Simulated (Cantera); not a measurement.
Feed: 1 mol MgO, 0.99 mol CO, a varied amount of H2, held at 2248 K and 770000 Pa.

These are equilibrium values from Cantera (NASA tables, ideal gas, pure condensed phases), not measurements of a reactor. Candidate condensed phases: C, C6H6, C7H8, C8H18, H2O, Mg, MgCO3, MgO, Mg(OH)2; 116 gas species. The tables' values for MgH are old estimates; treat these amounts as uncertain. Kinetics and transport are ignored.

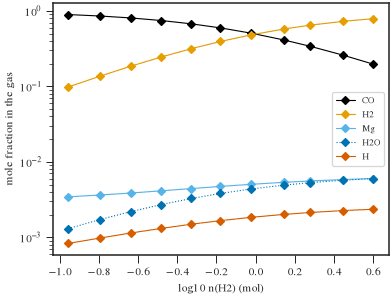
Equilibrium gas composition (values under 1e-9 drawn at 1e-9)

Read off the mole fractions at 1.9 mol H2.

H2 about 0.65, CO about 0.34, Mg about 0.0056, H2O about 0.0053, H about 0.0021.
